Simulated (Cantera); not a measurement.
A closed system holds: 1 mol toluene, 0.31 mol O₂, 1.4 mol H₂, at 3530 Torr.

Equilibrium computed with Cantera from the NASA thermochemical tables; the gas is ideal and each condensed phase is pure. Candidate condensed phases: C, C₆H₆, C₇H₈, C₈H₁₈, H₂O; 110 gas species. Kinetics and transport are ignored.

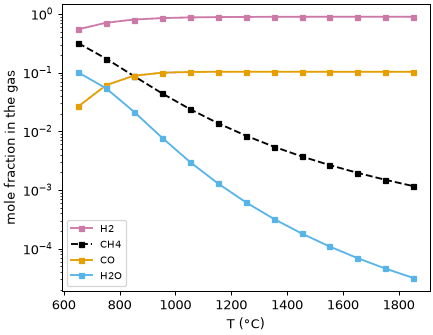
Figure: Equilibrium gas composition (values under 1e-9 drawn at 1e-9)

From 652 °C to 1852 °C the condensed part is C(graphite). The main C-bearing gas is CH₄ at 652 °C and CO at 1852 °C.
